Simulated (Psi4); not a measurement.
## Run report: P2H4 (charge +1), single-point calculation (part 2 of 2)

The same run, continued: P2H4, charge +1, multiplicity 2; CCSD(T)/6-31G*, UHF (Psi4 1.11). The geometry is that of the parent species in another charge or spin state. The geometry comes from this level: PBE0-D4/def2-TZVP.

Geometry of the input (Å):
```
P  0.3651  -1.0488  -0.0823
P  -0.3652  1.0491  0.0781
H  -0.4970  -1.5216  0.9450
H  -0.5721  -1.3929  -1.0949
H  0.5028  1.5246  -0.9429
H  0.5664  1.3896  1.0970
```

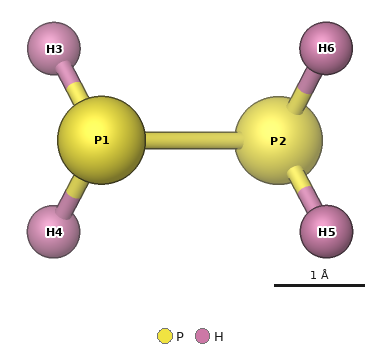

Figure 1. The structure (ball-and-stick view, seen on its broad side; atoms are numbered from 1 in the order of the input).

What the program printed, continued
```
	IRREP	# MOs	# FZDC	# DOCC	# SOCC	# VIRT	# FZVR
	-----	-----	------	------	------	------	------
	 A	   44	    10	    6	    1	    27	    0
	Transforming integrals...
	IWL integrals will be deleted.
	(OO|OO)...
	Presorting SO-basis two-electron integrals.
	Sorting File: SO Ints (nn|nn) nbuckets = 1
	Constructing frozen core operators
	Starting AA/AB first half-transformation.
	Sorting AA/AB half-transformed integrals.
	Starting BB first half-transformation.
	Sorting BB half-transformed integrals.
	First half integral transformation complete.
	Starting AA second half-transformation.
	Starting AB second half-transformation.
	Starting BB second half-transformation.
	Two-electron integral transformation complete.
	(OO|OV)...
	Starting AA second half-transformation.
	Starting AB second half-transformation.
	Starting BB second half-transformation.
	Two-electron integral transformation complete.
	(OO|VV)...
	Starting AA second half-transformation.
	Starting AB second half-transformation.
	Starting BB second half-transformation.
	Two-electron integral transformation complete.
	(OV|OO)...
	Starting AA/AB first half-transformation.
	Sorting AA/AB half-transformed integrals.
	Starting BB first half-transformation.
	Sorting BB half-transformed integrals.
	First half integral transformation complete.
	Starting AA second half-transformation.
	Starting AB second half-transformation.
	Starting BB second half-transformation.
	Two-electron integral transformation complete.
	(OV|OV)...
	Starting AA second half-transformation.
	Starting AB second half-transformation.
	Starting BB second half-transformation.
	Two-electron integral transformation complete.
	(OV|VV)...
	Starting AA second half-transformation.
	Starting AB second half-transformation.
	Starting BB second half-transformation.
	Two-electron integral transformation complete.
	(VV|OO)...
	Starting AA/AB first half-transformation.
	Sorting AA/AB half-transformed integrals.
	Starting BB first half-transformation.
	Sorting BB half-transformed integrals.
	First half integral transformation complete.
	Starting AA second half-transformation.
	Starting AB second half-transformation.
	Starting BB second half-transformation.
	Two-electron integral transformation complete.
	(VV|OV)...
	Starting AA second half-transformation.
	Starting AB second half-transformation.
	Starting BB second half-transformation.
	Two-electron integral transformation complete.
	(VV|VV)...
	Starting AA second half-transformation.
	Starting AB second half-transformation.
	Starting BB second half-transformation.
	Two-electron integral transformation complete.
	Frozen core energy     =   -738.86705417656640

	Size of irrep 0 of <AB|CD> integrals:      0.123 (MW) /      0.986 (MB)
	Total:                                     0.123 (MW) /      0.986 (MB)

	Size of irrep 0 of <ab|cd> integrals:      0.143 (MW) /      1.143 (MB)
	Total:                                     0.143 (MW) /      1.143 (MB)

	Size of irrep 0 of <Ab|Cd> integrals:      0.572 (MW) /      4.572 (MB)
	Total:                                     0.572 (MW) /      4.572 (MB)

	Size of irrep 0 of <IA|BC> integrals:      0.138 (MW) /      1.102 (MB)
	Total:                                     0.138 (MW) /      1.102 (MB)

	Size of irrep 0 of <ia|bc> integrals:      0.132 (MW) /      1.054 (MB)
	Total:                                     0.132 (MW) /      1.054 (MB)

	Size of irrep 0 of <Ia|Bc> integrals:      0.148 (MW) /      1.185 (MB)
	Total:                                     0.148 (MW) /      1.185 (MB)

	Size of irrep 0 of <iA|bC> integrals:      0.122 (MW) /      0.980 (MB)
	Total:                                     0.122 (MW) /      0.980 (MB)

	Size of irrep 0 of tIjAb amplitudes:       0.032 (MW) /      0.254 (MB)
	Total:                                     0.032 (MW) /      0.254 (MB)

	Nuclear Rep. energy          =     88.61905393314952
	SCF energy                   =   -683.43916551490770
	One-electron energy          =    -55.58547937577120
	Two-electron (AA) energy     =      5.40629049763415
	Two-electron (BB) energy     =      3.87467704523894
	Two-electron (AB) energy     =     13.11332384849858
	Two-electron energy          =     22.39429139137167
	Reference energy             =   -683.43918822781643

	total time  =          0 seconds =       0.00 minutes
            **************************
            *                        *
            *        CCENERGY        *
            *                        *
            **************************

    Nuclear Rep. energy (wfn)     =   88.619053933149516
    SCF energy          (wfn)     = -683.439165514907700
    Reference energy    (file100) = -683.439188227816430

    Input parameters:
    -----------------
    Wave function   =     CCSD_T
    Reference wfn   =     UHF
    Brueckner       =     No
    Memory (Mbytes) =     1600.0
    Maxiter         =    100
    R_Convergence   =     1.0e-07
    E_Convergence   =     1.0e-06
    Restart         =     Yes
    DIIS            =     Yes
    AO Basis        =     NONE
    ABCD            =     NEW
    Cache Level     =     2
    Cache Type      =     LRU
    Print Level     =     1
    Num. of threads =     1
    # Amps to Print =     10
    Print MP2 Amps? =     No
    Analyze T2 Amps =     No
    Print Pair Ener =     No
    Local CC        =     No
    SCS-MP2         =     False
    SCSN-MP2        =     False
    SCS-CCSD        =     False

MP2 correlation energy -0.1859592758574272
                Solving CC Amplitude Equations
                ------------------------------
  Iter             Energy              RMS        T1Diag      D1Diag    New D1Diag    D2Diag
  ----     ---------------------    ---------   ----------  ----------  ----------   --------
     0        -0.185959275857427    0.000e+00    0.000000    0.000000    0.000000    0.000000
     1        -0.215326068126171    8.310e-02    0.015186    0.000000    0.000000    0.000000
     2        -0.229118612937381    3.555e-02    0.024658    0.000000    0.000000    0.000000
     3        -0.230754756397698    1.567e-02    0.029811    0.000000    0.000000    0.000000
     4        -0.230741271441820    8.249e-03    0.033753    0.000000    0.000000    0.000000
     5        -0.230800003527496    3.838e-03    0.035660    0.000000    0.000000    0.000000
     6        -0.230811988602646    1.637e-03    0.036203    0.000000    0.000000    0.000000
     7        -0.230828262623787    8.408e-04    0.036461    0.000000    0.000000    0.000000
     8        -0.230830882493505    3.332e-04    0.036565    0.000000    0.000000    0.000000
     9        -0.230825625182569    1.008e-04    0.036572    0.000000    0.000000    0.000000
    10        -0.230825784297866    3.430e-05    0.036579    0.000000    0.000000    0.000000
    11        -0.230825422072662    1.172e-05    0.036581    0.000000    0.000000    0.000000
    12        -0.230825600171102    4.030e-06    0.036580    0.000000    0.000000    0.000000
    13        -0.230825533704943    1.381e-06    0.036580    0.000000    0.000000    0.000000
    14        -0.230825497807144    4.482e-07    0.036580    0.000000    0.000000    0.000000
    15        -0.230825492931025    1.508e-07    0.036580    0.000000    0.000000    0.000000
    16        -0.230825496214223    5.942e-08    0.036580    0.000000    0.000000    0.000000

    Iterations converged.

    Largest TIA Amplitudes:
              4   0         0.0442612773
              2   2         0.0211728444
              5   3        -0.0180143733
              3   1         0.0146580590
              5  15        -0.0137925312
              1   0         0.0100503339
              4  10         0.0097511339
              4  14        -0.0090317236
              4  12         0.0081580962
              1  12         0.0072856932

    Largest Tia Amplitudes:
              4   0        -0.0824247680
              5   1        -0.0604794958
              5  11        -0.0242839895
              2   3         0.0177821345
              5   5         0.0146807462
              1   1        -0.0135338795
              1   5         0.0134844170
              5   8         0.0126949111
              3   2         0.0125167709
              0   4         0.0101250813

    Largest TIJAB Amplitudes:
      4   2  16   1        -0.0126744726
      6   5   7   0        -0.0125368062
      6   5  12   0         0.0118327292
      5   1   5   0         0.0113360895
      6   5  13   2        -0.0113230194
      6   5  14   0        -0.0112934145
      4   3  16   2        -0.0111891110
      6   3  18   2        -0.0108283432
      4   3  18   1        -0.0106384943
      5   3  13   0         0.0106198274

    Largest Tijab Amplitudes:
      5   4   1   0         0.0413689567
      5   4  11   0         0.0200552089
      5   2   2   0         0.0177147869
      5   4   8   0         0.0152041198
      5   1   4   0         0.0151530140
      5   3   7   0         0.0147206483
      5   3  14   0         0.0114882575
      4   1   1   0        -0.0111936680
      5   0  13   0         0.0109610740
      5   2  17   2        -0.0103936277

    Largest TIjAb Amplitudes:
      5   5   0   0        -0.0669896876
      6   5   0   0         0.0632576972
      5   4   0   1        -0.0390675543
      3   3   2   3        -0.0365299163
      6   5   7   0        -0.0356890651
      4   5   1   2        -0.0353162865
      4   5   0   1        -0.0304467165
      2   2   2   3        -0.0294005777
      5   5  10   0        -0.0290499712
      6   5   2   2        -0.0289442196

    SCF energy       (wfn)                    = -683.439165514907700
    Reference energy (file100)                = -683.439188227816430

    Opposite-spin MP2 correlation energy      =   -0.150405806812645
    Same-spin MP2 correlation energy          =   -0.035553469044782
    Singles MP2 correlation energy            =   -0.000000000000000
    MP2 correlation energy                    =   -0.185959275857427
      * MP2 total energy                      = -683.625147503673816

    Opposite-spin CCSD correlation energy     =   -0.193438963686193
    Same-spin CCSD correlation energy         =   -0.037386532528031
    Singles CCSD correlation energy           =    0.000000000000001
    CCSD correlation energy                   =   -0.230825496214223
      * CCSD total energy                     = -683.670013724030696

            **************************
            *                        *
            *        CCTRIPLES       *
            *                        *
            **************************

    Wave function   =    CCSD_T
    Reference wfn   =      UHF

    Nuclear Rep. energy (wfn)                =   88.619053933149516
    SCF energy          (wfn)                = -683.439165514907700
    Reference energy    (file100)            = -683.439188227816430
    CCSD energy         (file100)            =   -0.230825496214223
    Total CCSD energy   (file100)            = -683.670013724030696

    Number of ijk index combinations:
    Spin Case AAA:                                  35
    Spin Case BBB:                                  20
    Spin Case AAB:                                 126
    Spin Case ABB:                                 105
    AAA (T) energy                             =   -0.000103242610422
    BBB (T) energy                             =   -0.000136135647296
    AAB (T) energy                             =   -0.003955861233215
    ABB (T) energy                             =   -0.003608684189079
    (T) energy                                   =   -0.007803923680012
      * CCSD(T) total energy                     = -683.677817647710640
```

Results in brief

- outcome: converged
- total energy: −683.677818 hartree
- SCF energy: −683.439166 hartree
- MP2 energy: −683.625148 hartree
- CCSD energy: −683.670014 hartree
- correlation energy: −0.238629 hartree
- (T) correction: −0.007804 hartree
- basis functions: 44
- T1 diagnostic: 0.037
- ⟨S²⟩: 0.819
- wall time: 6.6 s
- peak memory: 0.21 GiB
